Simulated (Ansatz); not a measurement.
```xyz
7

F    -0.1133   -1.4504    0.4944
B     1.0147   -0.6622    0.6584
O     0.9541    0.5566    0.1798
In   -0.9109    0.8095   -0.6712
H     1.9336   -1.1763    1.2230
H    -2.0039    1.4786    0.4490
H    -0.8744    0.4440   -2.3333
```

Geometry: PBE0-D4/def2-TZVP; core potentials replace the inner electrons of In.

The calculation used Ansatz, RKS PBE0-D4/def2-TZVPP.

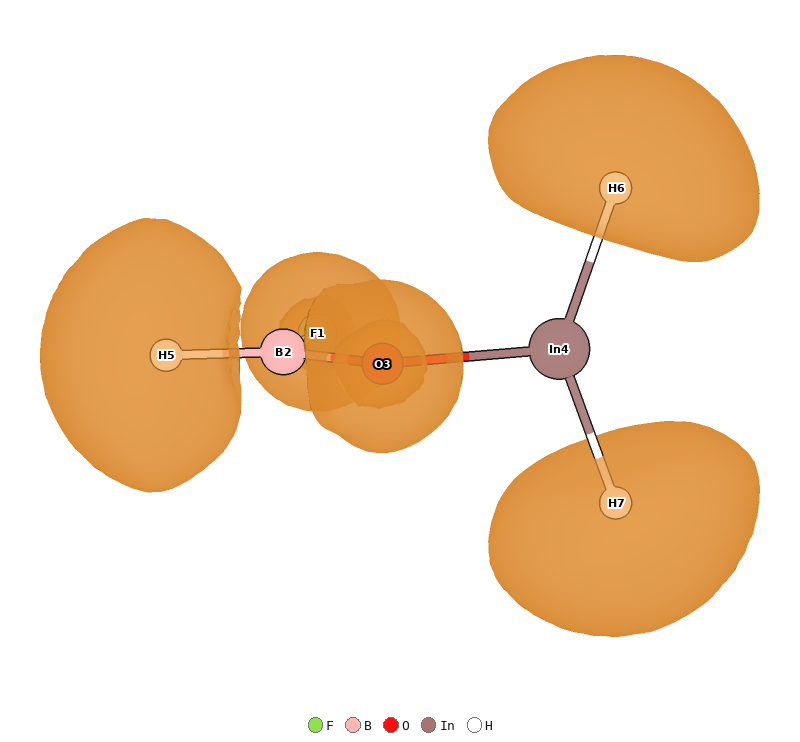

BFH3InO. Isosurface of the electron localisation function at 0.75 (orange), seen across its widest extent. Core shells and regions of very low density are left out.

**What do the ELF domains correspond to?**

The surface consists of three regions around hydrogen nuclei, one region on F in which the atom's valence shell and bonds are merged and one region on O in which the atom's valence shell and bonds are merged.

Values along the shortest contacts:
B–O (1.31 Å): the ELF peaks at about 0.90 between the atoms, as expected for a polar covalent bond. B–F (1.39 Å): the ELF peaks at about 0.85 between the atoms (a polar covalent bond).
